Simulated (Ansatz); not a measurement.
HfB3N

Input

```
crystal:
  lattice:
    - [5.8303067862, -1.4991970078, 0.0387808549]
    - [5.8303067862, 1.4991970078, 0.0387808549]
    - [-2.2439396514, 0.0, 5.6152977742]
  atoms:
    - { symbol: Hf, position: [0.4462350075, 0.4462350075, 0.1969009174] }
    - { symbol: Hf, position: [0.5537649925, 0.5537649925, 0.8030990826] }
    - { symbol: B, position: [0.7683714675, 0.7683714675, 0.0690466839] }
    - { symbol: B, position: [0.2316285325, 0.2316285325, 0.9309533161] }
    - { symbol: B, position: [0.2778698492, 0.2778698492, 0.4800013552] }
    - { symbol: B, position: [0.7221301508, 0.7221301508, 0.5199986448] }
    - { symbol: B, position: [0.1687203702, 0.1687203702, 0.6113067555] }
    - { symbol: B, position: [0.8312796298, 0.8312796298, 0.3886932445] }
    - { symbol: "N", position: [0.0, 0.0, 0.5] }
    - { symbol: "N", position: [0.0, 0.0, 0.0] }
basis:
  ecutwfc: 420
kpoints:
  mp_grid: { grid: [10, 10, 6] }
  band_path:
    path:
      - [[0.0, 0.0, 0.0], [-0.26906824, 0.26906824, 0.0]]
      - [[-0.73093176, -0.26906824, 0.0], [-0.5, -0.5, 0.0], [0.0, 0.0, 0.0], [-0.5, -0.5, 0.5], [-0.74434909, -0.25565091, 0.5]]
      - [[-0.25565091, 0.25565091, 0.5], [0.0, 0.0, 0.5], [0.0, 0.0, 0.0]]
      - [[-0.5, 0.0, 0.5], [0.0, 0.0, 0.0], [-0.5, 0.0, 0.0]]
    npoints: 14
hamiltonian:
  xc: pbe
scf:
  occupations: { method: gaussian, width: 0.1 }
  n_extra_bands: 25
output:
  forces: true
  stress: true
  eigenvalues: true
  populations: true
  dos: { projected: true, de: 0.02, nscf_kmesh: { grid: [12, 12, 8] } }
  bader: true
  write_density: true
  write_potential: true
  elf: true
  volumetric_format: npy
```

Run with:

```sh
ansatz run input.yaml --threads 1 --pin off --max-ram 2560MiB --backend cpu --events-out ev --progress --plain --runs-dir out
```

Below, planes, directions and counts refer to the conventional cell (a = 11.66 Å, b = 3.00 Å, c = 6.05 Å, α = 90.00°, β = 111.40°, γ = 90.00°).

Space group C2/m; a generated structure, not necessarily the stable one.

The calculation used DFT PBE, scalar-relativistic, plane waves, PAW in Ansatz 0.2.0.

Question: What will maps of the valence pseudo-density and electron localisation function show?

Answer: Hf–B (2.43 Å): ρ is about 0.42 e/Å³ halfway; the ELF peaks at about 0.70 in the valence shell of B, 0.8 Å from its nucleus, and is about 0.25 at the midpoint.
B–B (1.73 Å): the density is about 0.82 e/Å³ at the midpoint; the ELF peaks at about 0.75 between the atoms.
B–B (1.80 Å): ρ is about 0.77 e/Å³ halfway; the ELF peaks at about 0.90 between the atoms.
Bader's partition of the density gives Hf +2.10, B −0.42 to +0.17 and N −1.72 to −1.64 e.

Question: What Bader charges does the calculation give?

Answer: Electrons move from Hf towards N. Bader charges: Hf +2.10, B −0.42 to +0.17 and N −1.72 to −1.64 e.

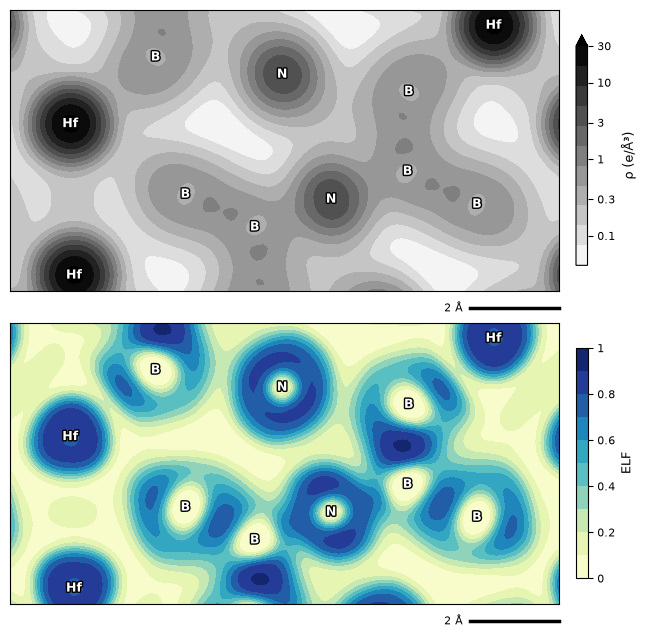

Computed valence pseudo-density and electron localisation function on the (010) plane of the conventional cell, in this order. 
